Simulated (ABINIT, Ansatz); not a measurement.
# SnO2 (Cassiterite): bands and cutoff in G0W0 with ABINIT, part 2 of 2

Wanted: a converged G0W0 gap of SnO2 (Cassiterite), or an estimate of the limit.

ABINIT 10.8.3; PBE and many-body steps on it, plane waves. Known limits of the many-body steps: not at the basis limit; no spin-orbit coupling; coarse k mesh.

So far. Step 3 (Screening, 4×4×4 mesh, 60 bands, screening to 76.2 eV): Local fields lower ε∞ by 3 %. On a Γ-centred mesh this coarse the value itself is usually too large, while a short band sum pulls it down. Step 4 (60 bands, 76.2 eV): The gap on the mesh goes from 1.28 eV to 2.96 eV, a correction of +1.68 eV.

## 6. 121 bands, 141.5 eV

This step: G0W0 on PBE, plane waves, norm-conserving pseudopotentials.

The input, run.abi:

```
acell 3*1.0 Angstrom
rprim 
  4.738000000000 0.000000000000 0.000000000000
  0.000000000000 4.738000000000 0.000000000000
  0.000000000000 0.000000000000 3.186500000000
ntypat 2
znucl 50 8
natom 6
typat 1 1 2 2 2 2
xred 
  0.000000000000 0.000000000000 0.000000000000
  0.500000000000 0.500000000000 0.500000000000
  0.307100000000 0.307100000000 0.000000000000
  0.192900000000 0.807100000000 0.500000000000
  0.692900000000 0.692900000000 0.000000000000
  0.807100000000 0.192900000000 0.500000000000
pp_dirpath "pseudos"
pseudos "Sn.upf, O.upf"
ecut 42
ngkpt 4 4 4
nshiftk 1
shiftk 0 0 0
kptopt 1
chksymbreak 0
istwfk *1
occopt 1
irdwfk 1
optdriver 4
nband 121
gwcalctyp 0
ecutsigx 42
symsigma 1
nkptgw 1
kptgw 
  0.0000000000 0.0000000000 0.0000000000
bdgw 
  32 36
ecuteps 5.2
irdscr 1
ppmodel 1
indata_prefix "in"
outdata_prefix "out"
tmpdata_prefix "tmp"
```

On the command line:

```bash
$ OMP_NUM_THREADS=1 mpirun -n 8 abinit run.abi > log
```

Numbers of over 12 decimals in the logs are rounded to 6 here.

Output:

```text
.Version 10.8.3 of ABINIT. v10.8.2 released Aug 2026.

 Symmetries : space group P4_2/m n m (#136); Bravais tP (primitive tetrag.)
[... echo of the input left out ...]
== DATASET  1 ==================================================================
-   mpi_nproc: 8, omp_nthreads: 1 (-1 if OMP is not activated)

--- !DatasetInfo
iteration_state: {dtset: 1, }
dimensions: {natom: 6, nkpt: 18, mband: 121, nsppol: 1, nspinor: 1, nspden: 1, mpw: 6312, }
cutoff_energies: {ecut:  42.0, pawecutdg:  -1.0, }
electrons: {nelect:   6.80000000E+01, charge:   0.00000000E+00, occopt:   1.00000000E+00, tsmear:   1.00000000E-02, }

 SIGMA: Calculation of the GW corrections

 Based on a program developped by R.W. Godby, V. Olevano, G. Onida, and L. Reining.
 Incorporated in ABINIT by V. Olevano, G.-M. Rignanese, and M. Torrent.
.Using double precision arithmetic ; gwpc =  8

[... cell and pseudopotentials left out ...]
--------------------------------------------------------------------------------

 ==== K-mesh for the wavefunctions ====
 Number of points in the irreducible wedge :    18
[... list of points left out ...]
 Together with 16 symmetry operations and time-reversal symmetry
 yields    64 points in the full Brillouin Zone.

 ==== Q-mesh for screening function ====
 Number of points in the irreducible wedge :    18
[... list of points left out ...]
 Together with 16 symmetry operations and time-reversal symmetry
 yields    64 points in the full Brillouin Zone.

 vcoul_init : cutoff-mode = AUXILIARY_FUNCTION
 q-points for optical limit:   1
     1)      0.000010    0.000020    0.000030
 setmesh: FFT mesh size selected  =    54x   54x   36
          total number of points  =       104976

 Number of electrons calculated from density =   68.0000; Expected =   68.0000
[...]
number of q-points in IBZ                          18
 number of symmetry operations                      16
 number of k-points in BZ                           64
 number of q-points in BZ                           64
 number of frequencies for dSigma/dE                 9
 frequency step for dSigma/dE [eV]                0.25
 number of omega for Sigma on real axis              0
 max omega for Sigma on real axis  [eV]           0.00
 zcut for avoiding poles [eV]                     0.10

 EPSILON^-1 parameters (SCR file):
 dimension of the eps^-1 matrix on file            275
 dimension of the eps^-1 matrix used               275
 number of plane-waves for wavefunctions          6273
 number of bands                                   121
 number of q-points in IBZ                          18
 number of frequencies                               2
 number of real frequencies                          1
 number of imag frequencies                          1

 matrix elements of self-energy operator (all in [eV])

 Perturbative Calculation

--- !SelfEnergy_ee
iteration_state: {dtset: 1, }
kpoint     : [   0.000,    0.000,    0.000, ]
spin       : 1
KS_gap     :    1.284
QP_gap     :    2.725
Delta_QP_KS:    1.441
data: !SigmaeeData |
     Band     E0 <VxcDFT>   SigX SigC(E0)      Z dSigC/dE  Sig(E)    E-E0       E
       32   6.013 -20.016 -25.535   5.056   0.793  -0.260 -20.383  -0.367   5.646
       33   6.013 -20.016 -25.535   5.056   0.793  -0.260 -20.383  -0.367   5.646
       34   6.777 -20.351 -26.231   5.394   0.793  -0.262 -20.736  -0.385   6.392
       35   8.061 -16.498 -12.586  -2.662   0.845  -0.183 -15.442   1.056   9.117
       36  12.920 -16.302 -10.641  -3.708   0.840  -0.191 -14.662   1.639  14.559

== END DATASET(S) ==============================================================
================================================================================

 -outvars: echo values of variables after computation  --------
           etotal      0.0000000000E+00
            nband         121
             nkpt          18
          spgroup         136
 [... the other variables as echoed above ...]

 Calculation completed.
```

Run time: 9.2 s. Hardware: 8 MPI ranks of Arm Neoverse V1, shared host; peak memory 2.8 GiB; 73 s of CPU time.

Numbers from this step:

* G0W0 gap on the points computed: 2.725 eV
* starting gap on the mesh: 1.284 eV
* k of the valence top: 0, 0, 0
* k of the conduction bottom: 0, 0, 0
* Z at the valence top: 0.793
* Z at the conduction bottom: 0.845
* least direct G0W0 gap on the computed points: 2.725 eV

Against G0W0 in ABINIT (4×4×4 mesh, 60 bands, screening to 76.2 eV, Godby-Needs plasmon pole), the gap moves by −0.237 eV.

## 7. Screening, 4×4×4 mesh, 247 bands, screening to 217.7 eV

This step: RPA screening on PBE, plane waves, norm-conserving pseudopotentials.

Changes to run.abi since step 6:

```diff
@@ -27,15 +27,8 @@
 irdwfk 1
-optdriver 4
-nband 121
-gwcalctyp 0
-ecutsigx 42
-symsigma 1
-nkptgw 1
-kptgw 
-  0.0000000000 0.0000000000 0.0000000000
-bdgw 
-  32 36
-ecuteps 5.2
-irdscr 1
-ppmodel 1
+optdriver 3
+nband 247
+ecuteps 8
+inclvkb 2
+awtr 1
+symchi 1
 indata_prefix "in"
```

Output:

```text
.Version 10.8.3 of ABINIT. v10.8.2 released Aug 2026.

 Symmetries : space group P4_2/m n m (#136); Bravais tP (primitive tetrag.)
[... echo of the input left out ...]
== DATASET  1 ==================================================================
-   mpi_nproc: 8, omp_nthreads: 1 (-1 if OMP is not activated)

--- !DatasetInfo
iteration_state: {dtset: 1, }
dimensions: {natom: 6, nkpt: 18, mband: 247, nsppol: 1, nspinor: 1, nspden: 1, mpw: 6312, }
cutoff_energies: {ecut:  42.0, pawecutdg:  -1.0, }
[...]
--------------------------------------------------------------------------------
[... chi0 elements left out ...]
 For q-point:  0.000010 0.000020 0.000030
  dielectric constant =   4.5768
  dielectric constant without local fields =   4.8391

  Average fulfillment of the sum rule on Im[epsilon] for q-point    1 :     71.51  [%]
[... wings left out ...]
  q-point number  2        q = ( 0.250000, 0.000000, 0.000000) [r.l.u.]
--------------------------------------------------------------------------------
[... chi0 elements left out ...]
  Average fulfillment of the sum rule on Im[epsilon] for q-point    2 :     82.30  [%]

 [... 16 further q-points ...]
```

The job ended after 24 min (8 MPI ranks; peak memory 13 GiB; 3.2 h of CPU time).

Numbers from this step:

- ε∞ with local fields, on this mesh, along the program's q direction: 4.577
- the same without local fields: 4.839
- plasma frequency: 36.20 eV
- plane waves in the screening matrix: 507

## 8. 247 bands, 217.7 eV

This step: G0W0 on PBE, plane waves, norm-conserving pseudopotentials.

Changes to run.abi since step 7:

```diff
@@ -27,8 +27,15 @@
 irdwfk 1
-optdriver 3
+optdriver 4
 nband 247
+gwcalctyp 0
+ecutsigx 42
+symsigma 1
+nkptgw 1
+kptgw 
+  0.0000000000 0.0000000000 0.0000000000
+bdgw 
+  32 36
 ecuteps 8
-inclvkb 2
-awtr 1
-symchi 1
+irdscr 1
+ppmodel 1
 indata_prefix "in"
```

Output:

```text
.Version 10.8.3 of ABINIT. v10.8.2 released Aug 2026.

 Symmetries : space group P4_2/m n m (#136); Bravais tP (primitive tetrag.)
[... echo of the input left out ...]
== DATASET  1 ==================================================================
-   mpi_nproc: 8, omp_nthreads: 1 (-1 if OMP is not activated)

--- !DatasetInfo
iteration_state: {dtset: 1, }
dimensions: {natom: 6, nkpt: 18, mband: 247, nsppol: 1, nspinor: 1, nspden: 1, mpw: 6312, }
cutoff_energies: {ecut:  42.0, pawecutdg:  -1.0, }
[...]
34   6.777 -20.351 -26.231   4.976   0.792  -0.263 -21.067  -0.716   6.061
       35   8.061 -16.498 -12.586  -3.018   0.843  -0.187 -15.745   0.753   8.814
       36  12.920 -16.302 -10.641  -4.136   0.838  -0.193 -15.024   1.278  14.198

== END DATASET(S) ==============================================================
================================================================================

 -outvars: echo values of variables after computation  --------
           etotal      0.0000000000E+00
            nband         247
             nkpt          18
          spgroup         136
 [... the other variables as echoed above ...]

 Calculation completed.
```

The job ended after 41 s (8 MPI ranks; peak memory 9 GiB; 5.4 min of CPU time).

Numbers from this step:

| Item | Value |
| --- | --- |
| G0W0 gap on the points computed | 2.753 eV |
| starting gap on the mesh | 1.284 eV |
| k of the valence top | 0, 0, 0 |
| k of the conduction bottom | 0, 0, 0 |
| least direct G0W0 gap on the computed points | 2.753 eV |

Against G0W0 in ABINIT (4×4×4 mesh, 121 bands, screening to 141.5 eV, Godby-Needs plasmon pole), the gap moves by +0.028 eV.

## 9. Side by side

Times are wall times on 8 MPI ranks of Arm Neoverse V1, shared host, good to a factor of about two. A run's time includes the screening step that it read.

| run | mesh | bands | screening cutoff (eV) | DFT gap (eV) | gap on the mesh (eV) | direct (eV) | ε∞ used | time |
| --- | --- | --- | --- | --- | --- | --- | --- | --- |
| 60 bands, 76.2 eV | 4×4×4 | 60 | 76.2 | 1.284 | 2.962 | 2.962 | 4.51 | 60 s |
| 121 bands, 141.5 eV | 4×4×4 | 121 | 141.5 | 1.284 | 2.725 | 2.725 | 4.59 | 3.4 min |
| 247 bands, 217.7 eV | 4×4×4 | 247 | 217.7 | 1.284 | 2.753 | 2.753 | 4.58 | 25 min |

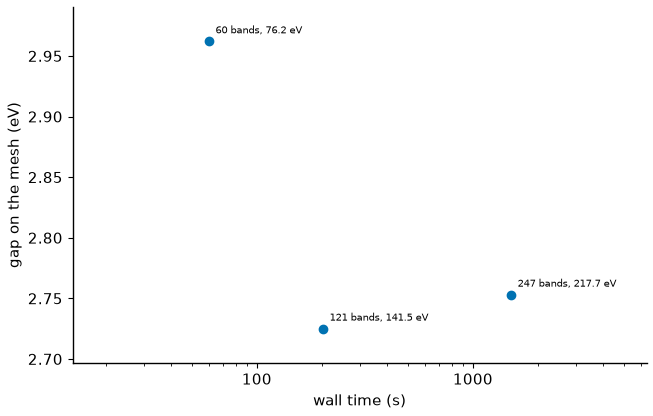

Result against wall time.

## 10. Outcome

```
60 bands, 76.2 eV   : 2.962 eV
121 bands, 141.5 eV : 2.725 eV
247 bands, 217.7 eV : 2.753 eV
known limits        : not at the basis limit; no spin-orbit coupling; coarse k mesh
```

From the first rung to the last the gap moves by −0.21 eV for 25 times the time. The gap turns back along the series, so no limit is drawn from it. In the G0W0 runs levels were corrected at 1 k point alone, so a gap called «on the mesh» is the least over those, and an edge elsewhere would be missed. The 4×4×4 mesh is coarse for this cell, which bears on the long-range parts of exchange and screening. The many-body steps are scalar-relativistic: spin-orbit coupling is not in them.

[Paths, hosts, dates, memory and timing lines, banners, echoed tables and standing remarks are left out of the program output.]

[Logs are printed without paths, hosts, clocks, repeated set-up lines and the standing remarks that a program may print on its own settings, such as how far it seeks lower states.]

[Runs of the session that timed out or met a known fault of the program may be left out.]

[Hosts, paths, dates, database ids (printed as entryN), source tags and the programs' standing remarks are cut or masked in the printed files.]

[G0W0 gaps are taken among the corrected bands and points alone; a level outside them can change the order at an edge.]

[Where Ansatz stands beside ABINIT at settings called matched, ABINIT's density can come from a denser mesh and the files from another edition; pairs whose starting gaps differed by over 0.03 eV were left out, so agreement reads better than it is.]
